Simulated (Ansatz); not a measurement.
**Profile along the Al–Ti line in TiAl3 (D022 type, space group I4/mmm)**

TiAl$_{3}$ (D022 type, space group I4/mmm)

```yaml
crystal:
  lattice:
    - [-1.92294, 1.92294, 4.30997]
    - [1.92294, -1.92294, 4.30997]
    - [1.92294, 1.92294, -4.30997]
  atoms:
    - { symbol: Al, position: [0.50000, 0.50000, 0.00000] }
    - { symbol: Al, position: [0.75000, 0.25000, 0.50000] }
    - { symbol: Al, position: [0.25000, 0.75000, 0.50000] }
    - { symbol: Ti, position: [0.00000, 0.00000, 0.00000] }
```

Fields along a shortest Al–Ti line of a (001) plane (2.72 Å), from Al to Ti, interpolated on the slice's grid (step about 0.1 Å). Method: PBE (plane waves to 420 eV, PAW, scalar-relativistic; Ansatz, a program for electronic structure). k mesh 17×17×17. Inside the PAW spheres the values are not all-electron values, and peaks at nuclei hang on which shells count as valence. TiAl3 is run without spin polarisation. TiAl3 was relaxed with its symmetry unable to fall.

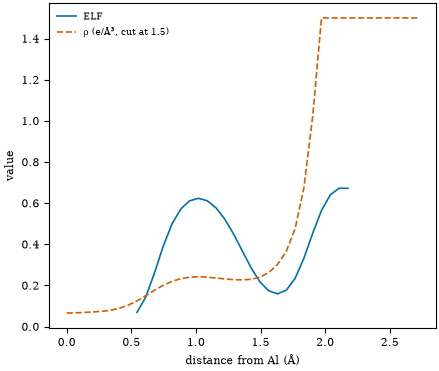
ELF (away from the nuclei) and valence density from Al to Ti.

Density on the Al–Ti line (2.72 Å) at its midpoint: 0.23 e/Å³. ELF at that point: 0.37. ELF maximum in the middle third of the Al–Ti line: 0.62, 1.0 Å from Al.
